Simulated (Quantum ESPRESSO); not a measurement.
**Moments of MnH2O2 (Pyrochroite) from a parallel start**

Aim: the moments that MnH2O2 (Pyrochroite) holds when they start parallel.

Main program and level: Quantum ESPRESSO 7.5; PBEsol; plane waves with GBRV 1.5 PBEsol potentials, no spin-orbit coupling.

### Step 1. The structure

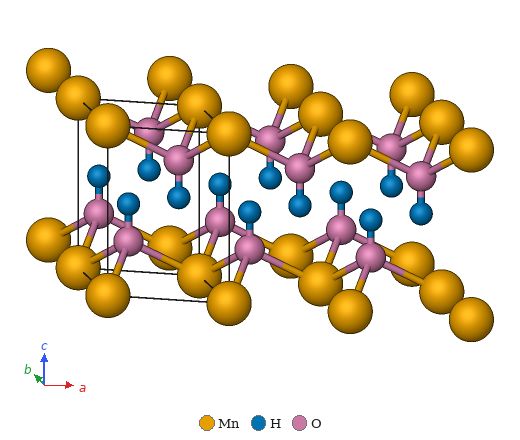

The starting structure, seen slightly off an axis (manganese orange, hydrogen blue, oxygen pink). 3×2×1 cells are drawn. Bonds to atoms that aren't drawn are left out. Some periodic images of atoms are drawn too.

The cell comes from the Crystallography Open Database.

### Step 2. Run 1, typed as ferro +

The signs are those of the starting moments on the seeded atoms, the atoms that are given a moment.

File pw.in:

```
&CONTROL
  calculation = 'scf'
  prefix = 'pwscf'
  outdir = './tmp'
  pseudo_dir = './pseudo'
  disk_io = 'nowf'
  tprnfor = .true.
  tstress = .true.
/
&SYSTEM
  ibrav = 0
  nat = 5
  ntyp = 3
  ecutwfc = 40
  ecutrho = 280
  nbnd = 25
  occupations = 'smearing'
  smearing = 'fd'
  degauss = 0.00999582
  nspin = 2
  starting_magnetization(1) = 0.3
  starting_magnetization(2) = 0
  starting_magnetization(3) = 0
/
&ELECTRONS
  conv_thr = 1d-08
  electron_maxstep = 150
  mixing_beta = 0.3
/
ATOMIC_SPECIES
Mn     54.9380 mn_pbesol_v1.5.uspp.F.UPF
H       1.0080 h_pbesol_v1.4.uspp.F.UPF
O      15.9990 o_pbesol_v1.2.uspp.F.UPF
CELL_PARAMETERS bohr
   6.1416099050    0.0000000000    0.0000000000
  -3.0708049525    5.3187901979    0.0000000000
   0.0000000000    0.0000000000    8.4659730383
ATOMIC_POSITIONS crystal
Mn      0.0000000000    0.0000000000    0.0000000000
H       0.3333333333    0.6666666667    0.4460000000
H       0.6666666667    0.3333333333    0.5540000000
O       0.3333333333    0.6666666667    0.2260000000
O       0.6666666667    0.3333333333    0.7740000000
K_POINTS automatic
8 8 8 0 0 0
```

On the command line:

```
$ OMP_NUM_THREADS=1 mpirun -n 2 pw.x -nk 2 -in pw.in > pw.out
```

Log:

```text
Program PWSCF v.7.5 starts

     Message from routine setup:
     using ibrav=0 with symmetry is DISCOURAGED, use correct ibrav instead

     K-points division:     npool     =       2
     Subspace diagonalization in iterative solution of the eigenvalue problem:

     G-vector sticks info
     --------------------
     sticks:   dense  smooth     PW     G-vecs:    dense   smooth      PW
     Sum         733     421    121                21873     9455    1639

     Using Slab Decomposition

     bravais-lattice index     =            0
     lattice parameter (alat)  =       6.1416  a.u.
     unit-cell volume          =     276.5489 (a.u.)^3
     number of atoms/cell      =            5
     number of atomic types    =            3
     number of electrons       =        29.00
     number of Kohn-Sham states=           25
     kinetic-energy cutoff     =      40.0000  Ry
     charge density cutoff     =     280.0000  Ry
     scf convergence threshold =      1.0E-08
     mixing beta               =       0.3000
     number of iterations used =            8  plain     mixing
     Exchange-correlation= SLA  PW   PSX  PSC
                           (   1   4  10   8   0   0   0)

     celldm(1)=   6.141610  celldm(2)=   0.000000  celldm(3)=   0.000000
     celldm(4)=   0.000000  celldm(5)=   0.000000  celldm(6)=   0.000000

     crystal axes: (cart. coord. in units of alat)
               a(1) = (   1.000000   0.000000   0.000000 )
               a(2) = (  -0.500000   0.866025   0.000000 )
               a(3) = (   0.000000   0.000000   1.378462 )

     reciprocal axes: (cart. coord. in units 2 pi/alat)
               b(1) = (  1.000000  0.577350 -0.000000 )
               b(2) = (  0.000000  1.154701  0.000000 )
               b(3) = (  0.000000 -0.000000  0.725446 )

     PseudoPot. # 1 for Mn read from file:
     mn_pbesol_v1.5.uspp.F.UPF
     Pseudo is Ultrasoft + core correction, Zval = 15.0
     Generated by new atomic code, or converted to UPF format
     Using radial grid of  859 points,  6 beta functions with:
                l(1) =   0
                l(2) =   0
                l(3) =   1
                l(4) =   1
                l(5) =   2
                l(6) =   2
     Q(r) pseudized with  8 coefficients,  rinner =    0.950   0.950   0.950
                                                       0.950   0.950

     PseudoPot. # 2 for H  read from file:
     h_pbesol_v1.4.uspp.F.UPF
     Pseudo is Ultrasoft, Zval =  1.0
     Generated by new atomic code, or converted to UPF format
     Using radial grid of  615 points,  2 beta functions with:
                l(1) =   0
                l(2) =   0
     Q(r) pseudized with  8 coefficients,  rinner =    0.700

     PseudoPot. # 3 for O  read from file:
     o_pbesol_v1.2.uspp.F.UPF
     Pseudo is Ultrasoft + core correction, Zval =  6.0
     Generated by new atomic code, or converted to UPF format
     Using radial grid of  737 points,  5 beta functions with:
                l(1) =   0
                l(2) =   0
                l(3) =   1
                l(4) =   1
                l(5) =   2
     Q(r) pseudized with  8 coefficients,  rinner =    0.900   0.900   0.900
                                                       0.900   0.900

     atomic species   valence    mass     pseudopotential
     Mn               15.00    54.93800     Mn( 1.00)
     H                 1.00     1.00800     H ( 1.00)
     O                 6.00    15.99900     O ( 1.00)

     Starting magnetic structure
     atomic species   magnetization
     Mn              0.300
     H               0.000
     O               0.000

     12 Sym. Ops., with inversion, found

   Cartesian axes

     site n.     atom                  positions (alat units)
         1        Mn     tau(   1) = (   0.0000000   0.0000000   0.0000000  )
         2        H      tau(   2) = (  -0.0000000   0.5773503   0.6147938  )
         3        H      tau(   3) = (   0.5000000   0.2886751   0.7636677  )
         4        O      tau(   4) = (  -0.0000000   0.5773503   0.3115323  )
         5        O      tau(   5) = (   0.5000000   0.2886751   1.0669292  )

     number of k points=    65  Fermi-Dirac smearing, width (Ry)=  0.0100
                       cart. coord. in units 2pi/alat
        k(    1) = (   0.0000000   0.0000000   0.0000000), wk =   0.0019531
        k(    2) = (   0.0000000   0.0000000   0.0906808), wk =   0.0039062
        k(    3) = (   0.0000000   0.0000000   0.1813616), wk =   0.0039062
        k(    4) = (   0.0000000   0.0000000   0.2720424), wk =   0.0039062
        k(    5) = (   0.0000000   0.0000000  -0.3627232), wk =   0.0019531
        [... 60 further k-points ...]

     Dense  grid:    21873 G-vectors     FFT dimensions: (  36,  36,  45)

     Smooth grid:     9455 G-vectors     FFT dimensions: (  25,  25,  36)

     Check: negative core charge=   -0.000036
     Generating pointlists ...
     new r_m :   0.2706 (alat units)  1.6620 (a.u.) for type    1
     new r_m :   0.1251 (alat units)  0.7683 (a.u.) for type    2
     new r_m :   0.1251 (alat units)  0.7683 (a.u.) for type    3

     Initial potential from superposition of free atoms

     starting charge      28.4999, renormalised to      29.0000
     Starting wfcs are   23 randomized atomic wfcs +    2 random wfcs

     Self-consistent Calculation

     iteration #  1     ecut=    40.00 Ry     beta= 0.30
     Davidson diagonalization with overlap
     ethr =  1.00E-02,  avg # of iterations =  5.0

     total energy              =    -277.81707434 Ry
     estimated scf accuracy    <       0.64804976 Ry

     total magnetization       =     4.91 Bohr mag/cell
     absolute magnetization    =     4.91 Bohr mag/cell

     iteration #  2     ecut=    40.00 Ry     beta= 0.30
     Davidson diagonalization with overlap
     ethr =  2.23E-03,  avg # of iterations =  1.6

     total energy              =    -277.93070777 Ry
     estimated scf accuracy    <       0.04990258 Ry

     total magnetization       =     4.98 Bohr mag/cell
     absolute magnetization    =     4.98 Bohr mag/cell

     iteration #  3     ecut=    40.00 Ry     beta= 0.30
     Davidson diagonalization with overlap
     ethr =  1.72E-04,  avg # of iterations =  1.9

     negative rho (up, down):  0.000E+00 1.658E-04

     total energy              =    -277.93625761 Ry
     estimated scf accuracy    <       0.01843879 Ry

     total magnetization       =     4.98 Bohr mag/cell
     absolute magnetization    =     4.98 Bohr mag/cell

     [... further iterations left out ...]

     iteration #  8     ecut=    40.00 Ry     beta= 0.30
     Davidson diagonalization with overlap
     ethr =  2.69E-08,  avg # of iterations =  1.9

     negative rho (up, down):  0.000E+00 5.372E-04

     total energy              =    -277.93785920 Ry
     estimated scf accuracy    <       0.00000059 Ry

     total magnetization       =     4.99 Bohr mag/cell
     absolute magnetization    =     4.99 Bohr mag/cell

     iteration #  9     ecut=    40.00 Ry     beta= 0.30
     Davidson diagonalization with overlap
     ethr =  2.03E-09,  avg # of iterations =  2.0

     negative rho (up, down):  0.000E+00 5.363E-04

     total energy              =    -277.93785949 Ry
     estimated scf accuracy    <       0.00000009 Ry

     total magnetization       =     4.99 Bohr mag/cell
     absolute magnetization    =     4.99 Bohr mag/cell

     iteration # 10     ecut=    40.00 Ry     beta= 0.30
     Davidson diagonalization with overlap
     ethr =  3.08E-10,  avg # of iterations =  2.0

     negative rho (up, down):  0.000E+00 5.362E-04

     total energy              =    -277.93785957 Ry
     estimated scf accuracy    <       0.00000010 Ry

     total magnetization       =     4.99 Bohr mag/cell
     absolute magnetization    =     4.99 Bohr mag/cell

     iteration # 11     ecut=    40.00 Ry     beta= 0.30
     Davidson diagonalization with overlap
     ethr =  3.08E-10,  avg # of iterations =  1.5

     negative rho (up, down):  0.000E+00 5.360E-04

     Magnetic moment per site  (integrated on atomic sphere of radius R)
     atom   1 (R=0.271)  charge= 12.4294  magn=  4.0987
     atom   2 (R=0.125)  charge=  0.3965  magn=  0.0054
     atom   3 (R=0.125)  charge=  0.3965  magn=  0.0054
     atom   4 (R=0.125)  charge=  2.0063  magn=  0.0533
     atom   5 (R=0.125)  charge=  2.0063  magn=  0.0533

     End of self-consistent calculation

     Number of k-points >= 100: set verbosity='high' to print the bands.

     the Fermi energy is     9.2816 ev

!    total energy              =    -277.93785964 Ry
     estimated scf accuracy    <          1.0E-09 Ry
     smearing contrib. (-TS)   =      -0.00063865 Ry
     internal energy E=F+TS    =    -277.93722099 Ry

     The total energy is F=E-TS. E is the sum of the following terms:
     one-electron contribution =    -171.54327641 Ry
     hartree contribution      =      98.28462617 Ry
     xc contribution           =     -42.46070551 Ry
     ewald contribution        =    -162.21786524 Ry

     total magnetization       =     4.99 Bohr mag/cell
     absolute magnetization    =     4.99 Bohr mag/cell

     convergence has been achieved in  11 iterations

     negative rho (up, down):  0.000E+00 5.360E-04

     Forces acting on atoms (cartesian axes, Ry/au):

     atom    1 type  1   force =     0.00000000    0.00000000    0.00000000
     atom    2 type  2   force =     0.00000000   -0.00000000    0.00788275
     atom    3 type  2   force =    -0.00000000    0.00000000   -0.00788275
     atom    4 type  3   force =     0.00000000    0.00000000    0.01805639
     atom    5 type  3   force =    -0.00000000   -0.00000000   -0.01805639

     Total force =     0.027863     Total SCF correction =     0.000081

     Computing stress (Cartesian axis) and pressure

     negative rho (up, down):  0.000E+00 5.360E-04
          total   stress  (Ry/bohr**3)                   (kbar)     P=       74.87
   0.00050569  -0.00000000   0.00000000           74.39       -0.00        0.00
   0.00000000   0.00050569   0.00000000            0.00       74.39        0.00
   0.00000000   0.00000000   0.00051546            0.00        0.00       75.83

=------------------------------------------------------------------------------=
   JOB DONE.
=------------------------------------------------------------------------------=
```

Run time: 12 s. Hardware: 2 MPI ranks of AMD EPYC 9B45 (Zen 5), shared host; peak memory 0.26 GiB.

Spin moment in the atom's sphere by atom:

| atom | spin moment in the atom's sphere (μB) |
| --- | --- |
| Mn1 | 4.10 |
| H2 | 0.01 |
| H3 | 0.01 |
| O4 | 0.05 |
| O5 | 0.05 |

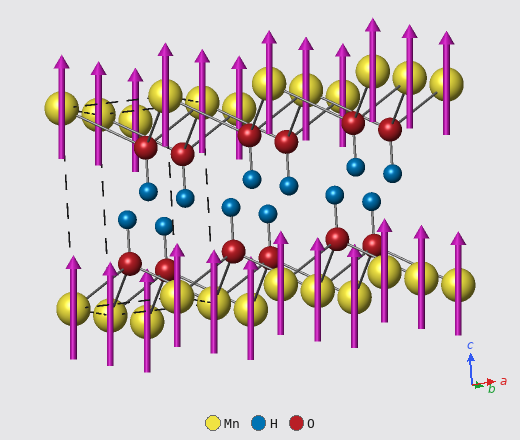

Spin moment in the atom's sphere as arrows, the longest 4.10 μB. Up and down stand for the sign. Arrows give size and sign along the axis of quantisation, drawn up and down the page. Bonds to atoms that aren't drawn are left out. 3×2×1 cells are drawn. Some periodic images of atoms are drawn too.

Read from the output:

```
smearing term TS       : 0.008689 eV
pressure               : 7.487 GPa
magnetization          : 4.994 μB
absolute magnetization : 4.994 μB
final state            : ferromagnetic
```

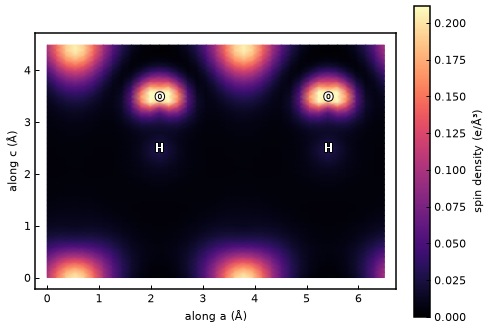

Spin density in the ac plane at fractional y = 0.333, with atoms of H and O within 0.2 Å of it.

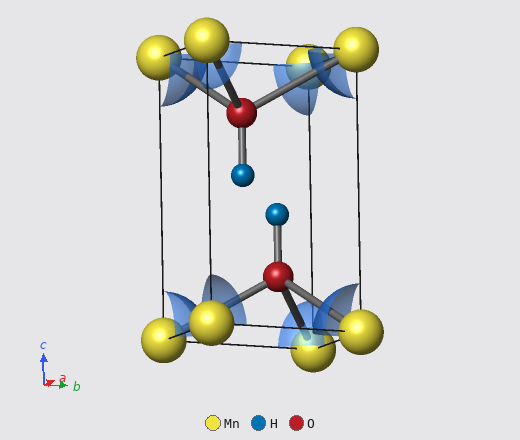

Surface of spin density = 0.52 e/Å³, which holds about 70 % of the integral of its size. Bonds to atoms that aren't drawn are left out.

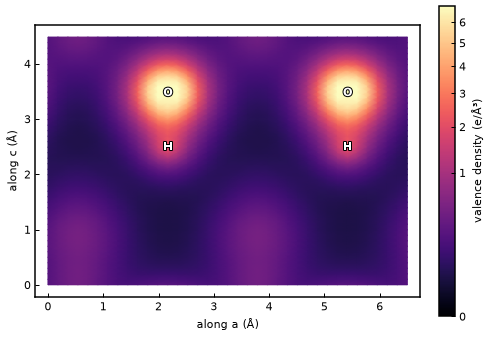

Valence density in the ac plane at fractional y = 0.333, with atoms of H and O within 0.2 Å of it. It is the smooth field of the valence electrons, not physical close to the nuclei. The colour scale is stretched toward low values.

### Step 3. Run 2 (no spin polarisation)

pw.in, as its differences from that of step 2:

```diff
@@ -15,3 +15,3 @@
   ecutrho = 280
-  nbnd = 25
+  nbnd = 23
   occupations = 'smearing'
@@ -19,6 +19,2 @@
   degauss = 0.00999582
-  nspin = 2
-  starting_magnetization(1) = 0.3
-  starting_magnetization(2) = 0
-  starting_magnetization(3) = 0
 /
```

Log:

```text
[banner, memory and clock lines left out]
Program PWSCF v.7.5 starts

     Message from routine setup:
     using ibrav=0 with symmetry is DISCOURAGED, use correct ibrav instead

     bravais-lattice index     =            0
     lattice parameter (alat)  =       6.1416  a.u.
     unit-cell volume          =     276.5489 (a.u.)^3
     number of atoms/cell      =            5
     number of atomic types    =            3
     number of electrons       =        29.00
     number of Kohn-Sham states=           23
     kinetic-energy cutoff     =      40.0000  Ry
     charge density cutoff     =     280.0000  Ry
     scf convergence threshold =      1.0E-08
     mixing beta               =       0.3000
     number of iterations used =            8  plain     mixing
     Exchange-correlation= SLA  PW   PSX  PSC
                           (   1   4  10   8   0   0   0)

     celldm(1)=   6.141610  celldm(2)=   0.000000  celldm(3)=   0.000000
     celldm(4)=   0.000000  celldm(5)=   0.000000  celldm(6)=   0.000000

     crystal axes: (cart. coord. in units of alat)
               a(1) = (   1.000000   0.000000   0.000000 )
               a(2) = (  -0.500000   0.866025   0.000000 )
               a(3) = (   0.000000   0.000000   1.378462 )

     reciprocal axes: (cart. coord. in units 2 pi/alat)
               b(1) = (  1.000000  0.577350 -0.000000 )
               b(2) = (  0.000000  1.154701  0.000000 )
               b(3) = (  0.000000 -0.000000  0.725446 )

     PseudoPot. # 1 for Mn read from file:
     mn_pbesol_v1.5.uspp.F.UPF
     Pseudo is Ultrasoft + core correction, Zval = 15.0

     PseudoPot. # 2 for H  read from file:
     h_pbesol_v1.4.uspp.F.UPF
     Pseudo is Ultrasoft, Zval =  1.0

     PseudoPot. # 3 for O  read from file:
     o_pbesol_v1.2.uspp.F.UPF
     Pseudo is Ultrasoft + core correction, Zval =  6.0

     atomic species   valence    mass     pseudopotential
     Mn               15.00    54.93800     Mn( 1.00)
     H                 1.00     1.00800     H ( 1.00)
     O                 6.00    15.99900     O ( 1.00)

     12 Sym. Ops., with inversion, found

   Cartesian axes

     site n.     atom                  positions (alat units)
         1        Mn     tau(   1) = (   0.0000000   0.0000000   0.0000000  )
         2        H      tau(   2) = (  -0.0000000   0.5773503   0.6147938  )
         3        H      tau(   3) = (   0.5000000   0.2886751   0.7636677  )
         4        O      tau(   4) = (  -0.0000000   0.5773503   0.3115323  )
         5        O      tau(   5) = (   0.5000000   0.2886751   1.0669292  )

     number of k points=    65  Fermi-Dirac smearing, width (Ry)=  0.0100
                       cart. coord. in units 2pi/alat
        k(    1) = (   0.0000000   0.0000000   0.0000000), wk =   0.0039062
        k(    2) = (   0.0000000   0.0000000   0.0906808), wk =   0.0078125
        k(    3) = (   0.0000000   0.0000000   0.1813616), wk =   0.0078125
        k(    4) = (   0.0000000   0.0000000   0.2720424), wk =   0.0078125
        k(    5) = (   0.0000000   0.0000000  -0.3627232), wk =   0.0039062
        [... 60 further k-points ...]

     Dense  grid:    21873 G-vectors     FFT dimensions: (  36,  36,  45)

     Smooth grid:     9455 G-vectors     FFT dimensions: (  25,  25,  36)

     Check: negative core charge=   -0.000036

     Initial potential from superposition of free atoms

     starting charge      28.4999, renormalised to      29.0000
     Starting wfcs are   23 randomized atomic wfcs

     Self-consistent Calculation

     iteration #  1     ecut=    40.00 Ry     beta= 0.30
     Davidson diagonalization with overlap
     ethr =  1.00E-02,  avg # of iterations =  4.4

     total energy              =    -277.59943728 Ry
     estimated scf accuracy    <       0.87407013 Ry

     iteration #  2     ecut=    40.00 Ry     beta= 0.30
     Davidson diagonalization with overlap
     ethr =  3.01E-03,  avg # of iterations =  2.0

     total energy              =    -277.76779778 Ry
     estimated scf accuracy    <       0.34184666 Ry

     [... further iterations left out ...]

     iteration #  9     ecut=    40.00 Ry     beta= 0.30
     Davidson diagonalization with overlap
     ethr =  2.80E-09,  avg # of iterations =  2.0

     total energy              =    -277.80891419 Ry
     estimated scf accuracy    <       0.00000007 Ry

     iteration # 10     ecut=    40.00 Ry     beta= 0.30
     Davidson diagonalization with overlap
     ethr =  2.28E-10,  avg # of iterations =  1.8

     End of self-consistent calculation

     [... lines left out ...]
     the Fermi energy is     8.7052 ev

!    total energy              =    -277.80891507 Ry
     estimated scf accuracy    <          9.1E-09 Ry
     smearing contrib. (-TS)   =      -0.02285616 Ry
     internal energy E=F+TS    =    -277.78605891 Ry

     The total energy is F=E-TS. E is the sum of the following terms:
     one-electron contribution =    -171.26136208 Ry
     hartree contribution      =      97.60946394 Ry
     xc contribution           =     -41.91629553 Ry
     ewald contribution        =    -162.21786524 Ry

     convergence has been achieved in  10 iterations

     Forces acting on atoms (cartesian axes, Ry/au):

     atom    1 type  1   force =     0.00000000    0.00000000    0.00000000
     atom    2 type  2   force =     0.00000000    0.00000000    0.00722061
     atom    3 type  2   force =     0.00000000    0.00000000   -0.00722061
     atom    4 type  3   force =     0.00000000    0.00000000   -0.04879019
     atom    5 type  3   force =     0.00000000    0.00000000    0.04879019

     Total force =     0.069751     Total SCF correction =     0.000402

     Computing stress (Cartesian axis) and pressure

          total   stress  (Ry/bohr**3)                   (kbar)     P=     -163.93
  -0.00131687   0.00000000   0.00000000         -193.72        0.00        0.00
   0.00000000  -0.00131687   0.00000000            0.00     -193.72        0.00
   0.00000000   0.00000000  -0.00070940            0.00        0.00     -104.36
```

The job ended after 6 s (2 MPI ranks; peak memory 0.22 GiB; 12 s of CPU time).

Read from the output:

| Property | Result |
| --- | --- |
| smearing term TS | 0.3110 eV |
| pressure | -16.39 GPa |
| final state | non-magnetic (no spin polarisation) |

### Step 4. Energies of the orders

An order is kept where moments of 0.15 μB or more survive with the typed signs; meshes match where a doubled cell samples the same k points as the first cell.

Orders:

| start | final state | typed order kept | energy over the lowest (meV a seeded atom) | largest site moment (μB) | net moment (μB a cell of the first run) | mesh matched | CPU time (s) |
| --- | --- | --- | --- | --- | --- | --- | --- |
| ferro + | ferromagnetic | yes | 0 | 4.099 | 4.994 | yes | 23.29 |
| no spin polarisation | non-magnetic | - | 1754 | 0 | 0 | yes | 11.66 |

(Continued in part 2 of 2.)

[Logs and program files are shortened in this print: banners, set-up blocks, solver, clock and traceback lines can be left out without a mark of their own.]

[Logs are printed without paths, hosts, clocks, repeated set-up lines and the standing remarks that a program may print on its own settings, such as how far it seeks lower states.]

[Hosts, paths, dates, database ids (printed as entryN), source tags and the programs' standing remarks are cut or masked in the printed files.]

[Where a cell is said to come from a database of computed structures, the database is the Materials Project.]
